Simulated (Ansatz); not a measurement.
**Iridium, omega (AlB2-type) under r²SCAN: structure, energy and stiffness**

Aim: take iridium in the omega (AlB2-type) structure, relax it, solve it on a dense k-mesh, then scale the cell to 7 volumes from 88 to 112 % of the relaxed one and try a fit of the equation of state. The start is ferromagnetic. The k-meshes are 9×9×12 for the relaxation; 11×11×15 for the dense run; 10×10×13 for the volumes.

Program: Ansatz 0.2.0. Level of theory: DFT r2SCAN, plane waves (500 eV) with PAW, scalar-relativistic; PBE-made PAW files. These are calculated values, not measurements.

### 1 The structure to begin with

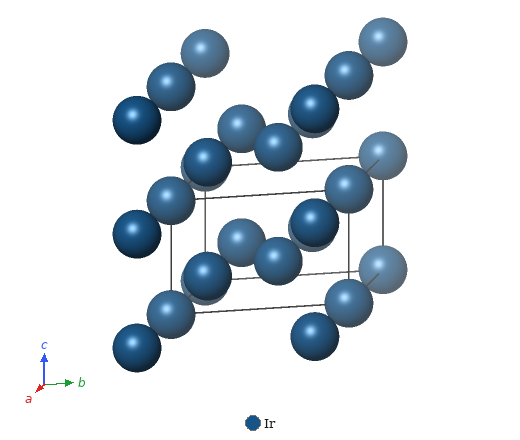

The structure, seen slightly off an axis (iridium blue). 2×1×2 cells are drawn. Any atoms on the faces are drawn again on the opposite ones.

As a file:

```cif
data_structure
_symmetry_space_group_name_H-M 'P 1'
_symmetry_Int_Tables_number 1
_cell_length_a 4.3081
_cell_length_b 4.3081
_cell_length_c 2.6409
_cell_angle_alpha 90.000
_cell_angle_beta 90.000
_cell_angle_gamma 120.000
_cell_volume 42.45
loop_
_atom_site_label
_atom_site_type_symbol
_atom_site_fract_x
_atom_site_fract_y
_atom_site_fract_z
_atom_site_occupancy
Ir1 Ir 0.00000 0.00000 0.00000 1
Ir2 Ir 0.33333 0.66667 0.50000 1
Ir3 Ir 0.66667 0.33333 0.50000 1
```

The atoms start with moments of +1 ×3 μB.

### 2 Relaxing cell and atoms

input.yaml

```yaml
crystal:
  lattice:
    - [4.3081096287, 0.0, 0.0]
    - [-2.1540548143, 3.7309323807, 0.0]
    - [0.0, 0.0, 2.6408712024]
  atoms:
    - { symbol: Ir, position: [0.0, 0.0, 0.0], spin: 1.0 }
    - { symbol: Ir, position: [0.3333333333, 0.6666666667, 0.5], spin: 1.0 }
    - { symbol: Ir, position: [0.6666666667, 0.3333333333, 0.5], spin: 1.0 }
hamiltonian:
  xc: r2scan
  pseudopotentials:
    kind: paw
    azcp:
      Ir: "pseudopotentials/Ir.paw.azcp"
basis:
  ecutwfc: 500
  fft_grid_basis: typed
kpoints:
  mp_grid: { grid: [9, 9, 12], shift: [0, 0, 0] }
magnetization:
  spin_polarized: true
scf:
  occupations: { method: fermi_dirac, width: 0.05 }
relax:
  max_steps: 60
  f_tol: 0.01
  cell: {}
```

Command:

```sh
ansatz run input.yaml --threads 2 --pin off --max-ram 6144MiB --backend cpu --events-out ev --progress --plain --runs-dir out
```

Output:

```text
Warning: RAYON_NUM_THREADS=2 ignored (pool sized by the plan → 2); use --threads N
Engine: ansatz 0.2.0, x86_64-unknown-linux-gnu
Pseudopotentials: kind: paw
Pseudopotential: Ir, paw, valence charge 17, recommended cutoff 500 eV (meta_gga), <dir>
Functional definition: r2SCAN
  parameter k0 = 0.174
  parameter k1 = 0.065
  parameter a1 = 4.9479
  exchange = r2scan_x(k0 = k0, k1 = k1, a1 = a1)
  correlation = r2scan_c
Crystal: 3 atoms, lattice volume = 42.447 Å³
Basis set: ecut = 500 eV, 1095 PW (Γ), exchange–correlation on 128×128×80 points (64 copies of the dense FFT grid, shifted against one another)
Bands: 33, of which v1, the nominal top of the filled ones, is band 26 counted from 1 (25 counted from 0)
Symmetry: 24 space group operations
Space group: P6/mmm (ITA 191), of the structure as read, at distance tolerance 3.5e-5 Å
Magnetic group: BNS 191.233 (UNI 1463), of the structure as read, at distance tolerance 3.5e-5 Å
k-points: 84 of 972
Non-local potential: Ir, projectors of the file, l = 0: 3, l = 1: 2, l = 2: 2, l = 3: 1
PAW form: soft (Blöchl's): semilocal exchange-correlation on the pseudo side does not see the compensation charge
PAW frozen core: Ir, regenerated for the run's functional (the file was generated under x = pbe(κ = 0.804, μ = 0.2195149727645171), c = pbe(β = 0.06672455060314922))
PAW one-centre angular grid: Ir, 590 points (default); XC on 160 Gauss nodes
Initial density: superposition of atomic densities (chi_scale 0.1, normalization cell)
Starting moments: Σ|m| = 3 μB on 3 of 3 sites
Initial wavefunctions: pseudopotential atomic-orbital guess
Functional: x = r2scan, c = r2scan; τ floored in thin density (d = 2e-4 eV/Å³)
iter 1 solved again at ethr=1.07e-3 eV; its pass at ethr=3.10e-3 eV (dr2=5.44e-1 eV) is discarded
SCF iter   1: F=—  HF=-35844.304854 eV  |F-HF|=—  |Δ(HF+E_count)|=         —  Δρ=3.19e-2 (↑3.19e-2 ↓2.42e-2)  dr2=6.85e-1  dr2_τ=2.47e-2  dr2_m=9.92e-2  M=1.945 μB ∫|m|=1.962 μB  β_m=0.85  ethr=1.07e-3  ⟨swp⟩=2.0  Hψ=29893  notcnv=0
Mixer restart at iter 1: flushing history
preconditioner: auto → none  [metal: Δε(μ)=0.008 eV  Ē_g=9.954 eV  σ=0.050 eV  W_gap=0.04  n_scr=8 (ndim 8)  ℏωp=29.6 eV  f_vac=0.000  D(μ)=2.78/eV (n_scr^D=32)  sad-step TF]
SCF iter   2: F=—  HF=-35844.309758 eV  |F-HF|=—  |Δ(HF+E_count)|=   4.90e-3  Δρ=1.66e-2 (↑1.66e-2 ↓1.36e-2)  dr2=2.15e-1  dr2_τ=7.06e-3  dr2_m=9.38e-3  M=1.822 μB ∫|m|=1.867 μB  β_m=1.00  ethr=1.07e-3  ⟨swp⟩=2.3  Hψ=9162  notcnv=0  defer=12  κ⁻¹=1.0e0(r=1)
SCF iter   3: F=—  HF=-35844.838209 eV  |F-HF|=—  |Δ(HF+E_count)|=         —  Δρ=2.99e-2 (↑2.99e-2 ↓2.23e-2)  dr2=8.51e-2  dr2_τ=4.54e-2  dr2_m=2.36e-1  M=0.539 μB ∫|m|=0.651 μB  β_m=1.00  ethr=4.23e-4  ⟨swp⟩=3.0  Hψ=11680  notcnv=0  defer=207
Mixer restart at iter 3: flushing history
SCF iter   4: F=—  HF=-35845.063637 eV  |F-HF|=—  |Δ(HF+E_count)|=   2.25e-1  Δρ=1.02e-2 (↑1.02e-2 ↓1.00e-2)  dr2=1.67e-1  dr2_τ=6.65e-3  dr2_m=1.88e-3  M=0.590 μB ∫|m|=0.626 μB  β_m=1.00  ethr=9.80e-5  ⟨swp⟩=2.3  Hψ=10726  notcnv=0  defer=207
SCF iter   5: F=—  HF=-35845.032679 eV  |F-HF|=—  |Δ(HF+E_count)|=   3.10e-2  Δρ=5.89e-3 (↑3.07e-3 ↓5.89e-3)  dr2=2.94e-2  dr2_τ=1.35e-3  dr2_m=1.79e-3  M=0.512 μB ∫|m|=0.539 μB  β_m=1.00  ethr=9.80e-5  ⟨swp⟩=2.0  Hψ=10309  notcnv=0  defer=188  κ⁻¹=1.0e0(r=1)
SCF iter   6: F=—  HF=-35845.046400 eV  |F-HF|=—  |Δ(HF+E_count)|=   1.37e-2  Δρ=3.99e-3 (↑2.36e-3 ↓3.99e-3)  dr2=2.40e-3  dr2_τ=6.99e-4  dr2_m=3.42e-3  M=0.339 μB ∫|m|=0.360 μB  β_m=0.94  ethr=5.76e-5  ⟨swp⟩=2.2  Hψ=9632  notcnv=0  defer=196  κ⁻¹=1.0e-1(r=2)
SCF iter   7: F=—  HF=-35845.055224 eV  |F-HF|=—  |Δ(HF+E_count)|=   8.82e-3  Δρ=3.81e-3 (↑3.13e-3 ↓3.81e-3)  dr2=5.61e-4  dr2_τ=7.00e-4  dr2_m=4.43e-3  M=0.174 μB ∫|m|=0.193 μB  β_m=0.30  ethr=4.71e-6  ⟨swp⟩=2.1  Hψ=8993  notcnv=0  defer=196  κ⁻¹=5.2e-1(r=2)
SCF iter   8: F=—  HF=-35845.063381 eV  |F-HF|=—  |Δ(HF+E_count)|=   8.16e-3  Δρ=3.39e-3 (↑3.39e-3 ↓3.36e-3)  dr2=1.91e-3  dr2_τ=9.73e-4  dr2_m=4.21e-3  M=-0.155 μB ∫|m|=0.155 μB  β_m=0.30  ethr=1.10e-6  ⟨swp⟩=2.1  Hψ=10229  notcnv=0  defer=198
Mixer restart at iter 8: flushing history
SCF iter   9: F=—  HF=-35845.056576 eV  |F-HF|=—  |Δ(HF+E_count)|=   6.80e-3  Δρ=2.14e-3 (↑1.96e-3 ↓2.14e-3)  dr2=1.15e-4  dr2_τ=6.30e-5  dr2_m=1.63e-3  M=-0.138 μB ∫|m|=0.138 μB  β_m=0.30  ethr=1.10e-6  ⟨swp⟩=2.0  Hψ=9161  notcnv=0  defer=198  κ⁻¹=1.0e0(r=1)
SCF iter  10: F=—  HF=-35845.053463 eV  |F-HF|=—  |Δ(HF+E_count)|=   3.11e-3  Δρ=1.23e-3 (↑1.23e-3 ↓1.22e-3)  dr2=1.51e-5  dr2_τ=1.58e-5  dr2_m=5.83e-4  M=-0.125 μB ∫|m|=0.125 μB  β_m=1.00  ethr=2.26e-7  ⟨swp⟩=2.2  Hψ=9396  notcnv=0  defer=199  κ⁻¹=9.5e-2(r=2)
SCF iter  11: F=—  HF=-35845.051456 eV  |F-HF|=—  |Δ(HF+E_count)|=   2.01e-3  Δρ=2.47e-4 (↑2.46e-4 ↓2.47e-4)  dr2=5.18e-7  dr2_τ=3.63e-6  dr2_m=2.35e-5  M=-0.112 μB ∫|m|=0.114 μB  β_m=1.00  ethr=2.96e-8  ⟨swp⟩=3.4  Hψ=12176  notcnv=0  defer=200  κ⁻¹=6.9e-3(r=3)
SCF iter  12: F=—  HF=-35845.051337 eV  |F-HF|=—  |Δ(HF+E_count)|=   1.19e-4  Δρ=1.36e-4 (↑1.34e-4 ↓1.36e-4)  dr2=2.27e-7  dr2_τ=1.24e-6  dr2_m=6.99e-6  M=-0.104 μB ∫|m|=0.108 μB  β_m=1.00  ethr=1.02e-9  ⟨swp⟩=3.1  Hψ=11895  notcnv=0  defer=200  κ⁻¹=1.4e-3(r=4)
SCF iter  13: F=—  HF=-35845.051330 eV  |F-HF|=—  |Δ(HF+E_count)|=   6.55e-6  Δρ=1.27e-4 (↑1.27e-4 ↓1.20e-4)  dr2=6.93e-8  dr2_τ=1.02e-6  dr2_m=5.90e-6  M=-0.098 μB ∫|m|=0.102 μB  β_m=1.00  ethr=4.45e-10  ⟨swp⟩=3.4  Hψ=11906  notcnv=0  defer=200  κ⁻¹=1.6e-4(r=5)
SCF iter  14: F=—  HF=-35845.051340 eV  |F-HF|=—  |Δ(HF+E_count)|=   9.51e-6  Δρ=9.52e-5 (↑9.52e-5 ↓8.97e-5)  dr2=5.42e-8  dr2_τ=6.24e-7  dr2_m=3.29e-6  M=-0.093 μB ∫|m|=0.097 μB  β_m=1.00  ethr=1.36e-10  ⟨swp⟩=3.0  Hψ=12203  notcnv=0  defer=200  κ⁻¹=5.8e-6(r=6)
SCF iter  15: F=—  HF=-35845.051345 eV  |F-HF|=—  |Δ(HF+E_count)|=   4.96e-6  Δρ=8.99e-5 (↑8.99e-5 ↓8.65e-5)  dr2=3.73e-8  dr2_τ=5.70e-7  dr2_m=3.00e-6  M=-0.091 μB ∫|m|=0.094 μB  β_m=1.00  ethr=1.06e-10  ⟨swp⟩=2.1  Hψ=9976  notcnv=0  defer=200  κ⁻¹=2.4e-7(r=7)
SCF iter  16: F=—  HF=-35845.051382 eV  |F-HF|=—  |Δ(HF+E_count)|=   3.73e-5  Δρ=7.37e-5 (↑7.37e-5 ↓7.03e-5)  dr2=2.60e-8  dr2_τ=3.84e-7  dr2_m=2.01e-6  M=-0.069 μB ∫|m|=0.071 μB  β_m=1.00  ethr=7.31e-11  ⟨swp⟩=4.0  Hψ=15606  notcnv=0  defer=200  κ⁻¹=5.9e-8(r=8)
SCF iter  17: F=—  HF=-35845.051373 eV  |F-HF|=—  |Δ(HF+E_count)|=   8.95e-6  Δρ=7.83e-5 (↑7.83e-5 ↓7.51e-5)  dr2=3.40e-8  dr2_τ=4.33e-7  dr2_m=2.28e-6  M=-0.075 μB ∫|m|=0.077 μB  β_m=1.00  ethr=5.09e-11  ⟨swp⟩=3.2  Hψ=12926  notcnv=0  defer=200  κ⁻¹=3.6e-7(r=8)
SCF iter  18: F=—  HF=-35845.051391 eV  |F-HF|=—  |Δ(HF+E_count)|=   1.76e-5  Δρ=6.42e-5 (↑6.42e-5 ↓6.10e-5)  dr2=2.47e-8  dr2_τ=2.94e-7  dr2_m=1.52e-6  M=-0.062 μB ∫|m|=0.064 μB  β_m=1.00  ethr=5.09e-11  ⟨swp⟩=3.3  Hψ=14423  notcnv=0  defer=199  κ⁻¹=6.6e-7(r=8)
SCF iter  19: F=—  HF=-35845.051427 eV  |F-HF|=—  |Δ(HF+E_count)|=   3.57e-5  Δρ=2.17e-5 (↑2.17e-5 ↓2.08e-5)  dr2=9.91e-9  dr2_τ=3.39e-8  dr2_m=1.70e-7  M=-0.014 μB ∫|m|=0.015 μB  β_m=1.00  ethr=4.84e-11  ⟨swp⟩=4.0  Hψ=16641  notcnv=0  defer=199  κ⁻¹=1.6e-6(r=8)
SCF iter  20: F=—  HF=-35845.051427 eV  |F-HF|=—  |Δ(HF+E_count)|=   6.48e-7  Δρ=1.83e-5 (↑1.83e-5 ↓1.80e-5)  dr2=4.04e-9  dr2_τ=2.50e-8  dr2_m=1.25e-7  M=-0.012 μB ∫|m|=0.013 μB  β_m=1.00  ethr=1.94e-11  ⟨swp⟩=3.0  Hψ=11663  notcnv=0  defer=197  κ⁻¹=3.4e-5(r=8)
SCF iter  21: F=—  HF=-35845.051428 eV  |F-HF|=—  |Δ(HF+E_count)|=   1.02e-6  Δρ=6.65e-6 (↑6.65e-6 ↓6.45e-6)  dr2=5.75e-10  dr2_τ=3.00e-9  dr2_m=1.62e-8  M=-0.005 μB ∫|m|=0.006 μB  β_m=1.00  ethr=7.93e-12  ⟨swp⟩=3.9  Hψ=15143  notcnv=0  defer=197  κ⁻¹=1.8e-5(r=8)
SCF iter  22: F=—  HF=-35845.051429 eV  |F-HF|=—  |Δ(HF+E_count)|=   2.89e-7  Δρ=1.19e-6 (↑1.18e-6 ↓1.19e-6)  dr2=3.31e-10  dr2_τ=3.32e-11  dr2_m=2.64e-10  M=-0.001 μB ∫|m|=0.001 μB  β_m=1.00  ethr=1.13e-12  ⟨swp⟩=4.0  Hψ=16489  notcnv=0  defer=197  κ⁻¹=2.5e-5(r=8)
SCF iter  23: F=—  HF=-35845.051429 eV  |F-HF|=—  |Δ(HF+E_count)|=   5.78e-8  Δρ=4.19e-6 (↑4.19e-6 ↓3.92e-6)  dr2=4.91e-10  dr2_τ=1.07e-9  dr2_m=6.32e-9  M=-0.002 μB ∫|m|=0.002 μB  β_m=1.00  ethr=1.00e-12  ⟨swp⟩=1.0  Hψ=20507  notcnv=0  κ⁻¹=1.8e-5(r=8)
SCF iter  24: F=—  HF=-35845.051429 eV  |F-HF|=—  |Δ(HF+E_count)|=   5.44e-8  Δρ=7.31e-7 (↑6.30e-7 ↓7.31e-7)  dr2=6.00e-11  dr2_τ=2.53e-11  dr2_m=1.36e-10  M=-0.001 μB ∫|m|=0.001 μB  β_m=1.00  ethr=1.00e-12  ⟨swp⟩=4.0  Hψ=16955  notcnv=0  κ⁻¹=1.2e-5(r=8)
SCF iter  25: F=—  HF=-35845.051429 eV  |F-HF|=—  |Δ(HF+E_count)|=   2.88e-9  Δρ=4.42e-7 (↑4.42e-7 ↓3.73e-7)  dr2=1.55e-11  dr2_τ=1.16e-11  dr2_m=5.88e-11  M=0.000 μB ∫|m|=0.000 μB  β_m=1.00  ethr=1.00e-12  ⟨swp⟩=1.0  Hψ=18437  notcnv=0  κ⁻¹=1.5e-6(r=8)
SCF iter  26: F=-35845.051429 eV  HF=-35845.051429 eV  |F-HF|=3.64e-11  |Δ(HF+E_count)|=  1.75e-10  Δρ=1.23e-7 (↑1.20e-7 ↓1.23e-7)  dr2=5.76e-13  dr2_τ=1.05e-12  dr2_m=5.50e-12  M=0.000 μB ∫|m|=0.000 μB  ethr=1.00e-12  ⟨swp⟩=2.0  Hψ=10486  notcnv=0
at 1 of the mixer's solves, the last at iteration 7, it left a direction of its history that read negative out of its fit and stepped the other way along it
WARN: the starting moments were not kept: the SCF closed with an absolute magnetisation of 2.9e-5 μB, where they sum to 3 μB in size (3 sites). That is at most 0.1 of that sum. Measured as dr2_m measures the in/out step, that magnetisation stands 1.5e-10 eV from none, at or under the dr2_threshold of 1.0e-7 eV: it is no larger than a step whose dr2_m would equal this threshold. The system may hold no moment; this SCF shows only that its start led to no more than that. To try another start: raise the starting moments (crystal.atoms[].spin, magnetization.per_species, magnetization.initial_magnetization, or on a non-collinear deck that types none of these the spinor_matrix: blocks that start its atoms; where the total moment is fixed, keep their sum and leave initial_magnetization as it is; typed ones take the place of any that the run laid by itself, positive ones on a crystal's lanthanoids without a Hubbard term where scf.initial_density.shell_occupations: [] is typed) or, if the notice of its spin-set hold's release reads "site moments contracting" or "site moments show no strong build", lengthen the hold (scf.mixing.spin_hold: { on: { confirm: 4 } }; for m-r²SCAN on two components see the key's manual first). Each may lead to a state that holds a moment. A second SCF, from the converged charge density, with the starting moments and any scf.initial_density.shell_occupations laid on it anew, would have followed, and was not run: the deck does not ask for one (magnetization.retry_lost_moments is false, the default). To let it run, set magnetization.retry_lost_moments: true and run the deck again, where that key's refused combinations let it; where memory then withholds it, that run's warning says so.
SCF 1 converged in 26 iterations: F = -35845.051429 eV  dr2 = 5.76e-13
relax step   1: F+E_penalty+E_count = -35845.05142859 eV  Δ(F+E_penalty+E_count) = +0.000e0 eV  max|allowed force component| = 5.705e-17 eV/Å  Δτ_max = 0.0000 Å  P = +13.108 GPa  Ω = 42.447 Å³  (26 SCF iters, dr2 threshold 1.00e-7 eV, accepted)
[... 32 lines left out ...]
relax step   2: F+E_penalty+E_count = -35844.94304266 eV  Δ(F+E_penalty+E_count) = +1.084e-1 eV  max|allowed force component| = 4.626e-17 eV/Å  Δτ_max = 0.0000 Å  P = -17.855 GPa  Ω = 46.714 Å³  energy of the carried Pulay correction = -3.286e-3 eV  (23 SCF iters, dr2 threshold 3.00e-7 eV, rejected (line search))
[... 33 lines left out ...]
relax step   3: F+E_penalty+E_count = -35845.10914120 eV  Δ(F+E_penalty+E_count) = -5.771e-2 eV  max|allowed force component| = 4.009e-17 eV/Å  Δτ_max = 0.0000 Å  P = -1.777 GPa  Ω = 44.171 Å³  energy of the carried Pulay correction = -1.363e-3 eV  (24 SCF iters, accepted)
[... 44 lines left out ...]
relax step   4: F+E_penalty+E_count = -35845.11060687 eV  Δ(F+E_penalty+E_count) = -1.466e-3 eV  max|allowed force component| = 4.009e-17 eV/Å  Δτ_max = 0.0000 Å  P = -0.126 GPa  Ω = 43.959 Å³  energy of the carried Pulay correction = -1.198e-3 eV  (36 SCF iters, dr2 threshold 3.00e-7 eV, accepted)
[... 52 lines left out ...]
relax step   5: F+E_penalty+E_count = -35845.11062672 eV  Δ(F+E_penalty+E_count) = -1.985e-5 eV  max|allowed force component| = 3.084e-17 eV/Å  Δτ_max = 0.0000 Å  P = +0.001 GPa  Ω = 43.942 Å³  energy of the carried Pulay correction = -1.185e-3 eV  (41 SCF iters, dr2 threshold 6.91e-8 eV, accepted)
[... 16 lines left out ...]
relax step   6: F+E_penalty+E_count = -35845.11191974 eV  Δ(F+E_penalty+E_count) = -1.293e-3 eV  max|allowed force component| = 2.467e-17 eV/Å  Δτ_max = 0.0000 Å  P = +0.022 GPa  Ω = 43.942 Å³  stress off target by 2.70e-2 GPa  SCF on the basis re-selected at this cell (its energy is not comparable with the rows above)  (11 SCF iters)
basis re-selected at this cell: Δ(F+E_penalty+E_count) = -1.293e-3 eV, ΔP = +0.021 GPa vs the last step (what re-selecting the basis moved, of the pressure what is left beyond the Pulay correction that the steps carried, after the strain that the cell walked since its last selection, with what the two solves' SCF thresholds leave and, on support functions, any second-order correction that the steps lacked; it is no measure of the basis error at this ecutwfc). This SCF's stress stands 2.70e-2 GPa from its target on what of the cell is left free (relax.cell.stress_tol is 5.00e-2 GPa) and its largest allowed force component is 2.47e-17 eV/Å (relax.f_tol is 1.00e-2 eV/Å): within both
SCF converged after 11 iterations
Stability not checked: this state was not tested for a lower state beside it, because the mixer in use, unlike msr1, does not test its closes by its own steps (another_mixer; see scf.mixing.algorithm and scf.lower_state_search)
Magnetization: -0.0000 μB (25.5000 up, 25.5000 down)
Absolute magnetization: 0.0000 μB (∫|ρ↑−ρ↓|, with the PAW one-centre terms)
Spin contamination: 0.0000 ħ² per cell (⟨S²⟩ above its minimum at these occupations)
Per-site moments (μB) at R_I (Å): [(-6.427963221634024e-6, 1.1071004438277419), (-4.929763141043857e-6, 1.0355186480690153), (-4.929763141088601e-6, 1.0355186480690153)]
Free energy (F): -35845.111920 eV
Harris-Foulkes:  -35845.111920 eV  (|F-HF|=0.00e0)
Internal energy: -35845.071928 eV  (E = F + TS)
E sigma→0 (E₀):  -35845.091924 eV
Entropy (-TS):   -0.039992 eV (-13.331 meV/atom)
Fermi energy:    24.458065 eV
--- Per-component energies (eV) ---
  E_band       = -348.550945
  E_kinetic    = 1869.716547
  E_local      = -3348.148138  (includes V_loc(G=0)·N_el)
  E_nonlocal   = 222.991102
  E_hartree    = 1281.764021
  E_xc         = -765.297950
  E_vxc        = -999.122124  (∫ρ·V_xc dr)
  E_paw        = -27749.496148  (= ΣΔE_a)
  E_vpaw       = -719.607226  (= ΣTr[D̂ρ^β])
  E_aug_tail   = -0.000048  (compensation charges beyond the density's cutoff)
  E_vtau       = 62.091039  (kinetic-family band-sum trace: ∫τ·v_τ [+ j·A + Jᵃ·Aᵃ] dr)
  E_ewald      = -7355.650633
  E_core_change = -0.950681  (= ΣΔE_core)
  E_smearing   = -0.039992  (= −TS)
  E_closure    = -0.000000  (closes the sum)
  Σ components = -35845.111920   (vs F -35845.111920, Δ=0.00e0)
--- Forces (eV/Å), atoms counted from 1 ---
  atom   1  Ir     0.00000000     0.00000000     0.00000000
  atom   2  Ir     0.00000000    -0.00000000     0.00000000
  atom   3  Ir     0.00000000     0.00000000     0.00000000
  max |Σ_I F_I| component: 9.25e-18 eV/Å
--- Stress (GPa, compression-positive) ---
        0.026965      -0.000000       0.000000
       -0.000000       0.026965       0.000000
        0.000000       0.000000       0.013181
  P = ⅓ Tr σ = 0.0224 GPa (0.224 kbar)
--- Relaxed structure (5 steps of the walk, 4 accepted, 1 SCFs on fresh bases) ---
  F+E_penalty+E_count = -35845.11191974 eV   max|allowed force component| = 2.467e-17 eV/Å   (the final SCF, on the basis selected at the relaxed cell)
  cell:  # Å, volume = 43.9423 Å³
    - [4.348050692461988, -2.9135024778907967e-11, 0.0]
    - [-2.174025346205762, 3.7655223566291682, 0.0]
    - [0.0, 0.0, 2.6838798638248282]
  atoms:
    - { symbol: Ir, position: [7.962770054032481e-36, -3.94324081794994e-36, 0.0] }
    - { symbol: Ir, position: [0.3333333333333333, 0.6666666666666666, 0.4999999999999999] }
    - { symbol: Ir, position: [0.6666666666666666, 0.33333333333333337, 0.4999999999999999] }
```

It took 2.2 min on 2 threads of Intel Xeon 6975P-C (Granite Rapids), shared host; peak memory 0.61 GiB.

The steps of the relaxation:

```tsv
step	energy change (meV/atom)	largest force (eV/Å)	pressure (GPa)	volume (Å³/atom)	accepted
1	0.00	0.0000	13.11	14.149	yes
2	36.13	0.0000	-17.86	15.571	no
3	-19.24	0.0000	-1.78	14.724	yes
4	-19.73	0.0000	-0.13	14.653	yes
5	-19.73	0.0000	0.00	14.647	yes
6	-20.16	0.0000	0.02	14.647	yes
```

Steps that repeat a cell are solved on a basis chosen anew, so their changes of energy are no gain of the relaxation.

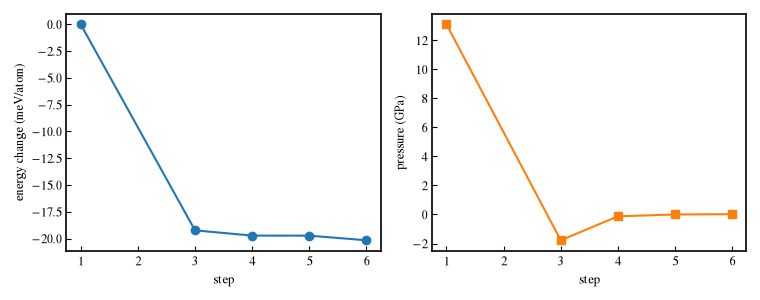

Energy and pressure over the accepted steps.

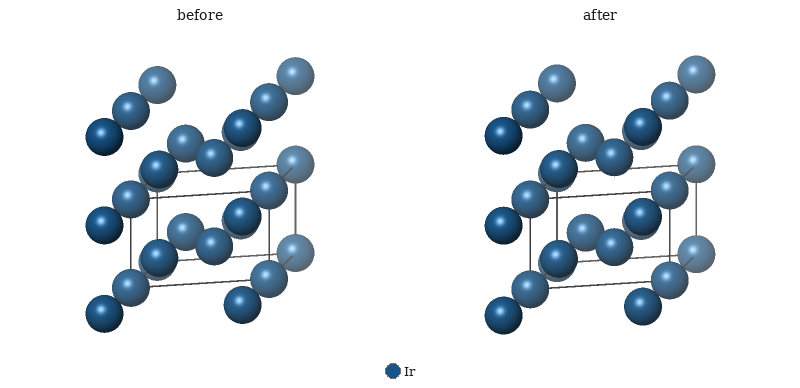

Before and after, at one scale. The cells drawn are those of the first picture.

Changes in the cell that was computed:

|  | before | after | change |
| --- | --- | --- | --- |
| a (Å) | 4.308 | 4.348 | +0.9 % |
| b (Å) | 4.308 | 4.348 | +0.9 % |
| c (Å) | 2.641 | 2.684 | +1.6 % |
| volume (Å³/atom) | 14.149 | 14.647 | +3.5 % |
| shortest distance (Å) | 2.487 | 2.510 | +0.9 % |
| space group (spins left aside) | P6/mmm | P6/mmm | same |

(Part 1 of 2 ends here.)
